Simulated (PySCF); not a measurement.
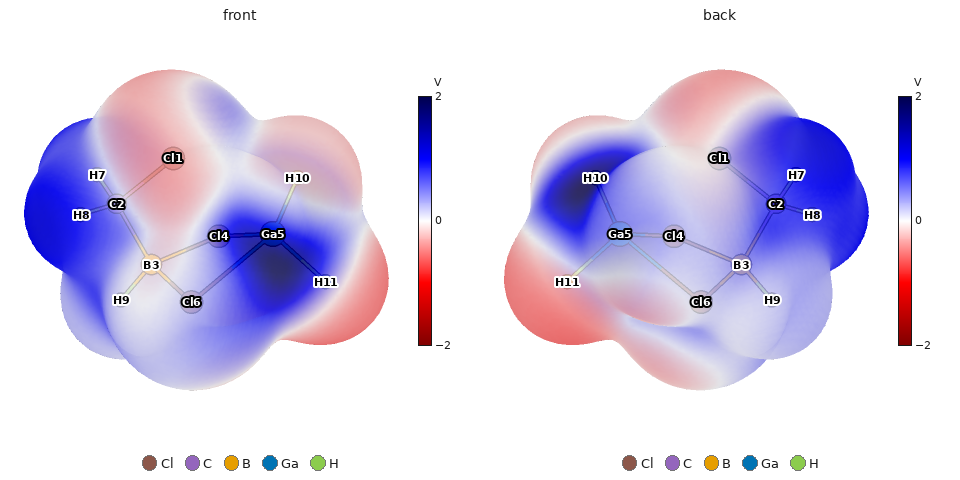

The picture shows: CH$_{5}$BCl$_{3}$Ga (SMILES ClC[BH-]1[Cl+][GaH2-][Cl+]1). The molecular electrostatic potential painted on the density surface at 0.002 e/bohr³, seen from the front and from behind; red is negative and blue positive.

Geometry: GFN2-xTB.

The calculation used PBE0/def2-SVPD, SCF density, gas phase (PySCF).

Input

```
{"job": {"kind": "uv", "xc": "PBE0", "basis": "def2-SVPD", "nstates": 8, "ntriplets": 3}, "charge": 0, "multiplicity": 1}
Cl    -0.595503     1.665225     0.680596
C     -1.587769     0.193440     0.490165
B     -0.582874    -1.024913     0.133557
Cl     0.419770    -0.482005    -1.358622
Ga     1.847641     0.536765     0.185440
Cl     0.726276    -1.057627     1.478875
H     -2.314154     0.398944    -0.294689
H     -2.125870     0.049441     1.425902
H     -1.067218    -2.082634    -0.029278
H      2.110137     2.048556     0.449334
H      3.174989    -0.242520    -0.107404
```

Run with:

```sh
OMP_NUM_THREADS=1 python probes_run.py task.json out
```

Q: Where is the surface potential most negative and most positive?

A: The most negative region (about −0.6 V, or −14 kcal/mol for a unit charge) lies over H11, the most positive (about +1.9 V, or +44 kcal/mol for a unit charge) over Ga5. Cl1 shows a σ-hole: about +0.4 V, or +9 kcal/mol for a unit charge at the tip opposite its bond, against about −0.1 V on its flanks.

Q: What dipole moment does the calculation give?

A: Its dipole moment is 1.58 D.
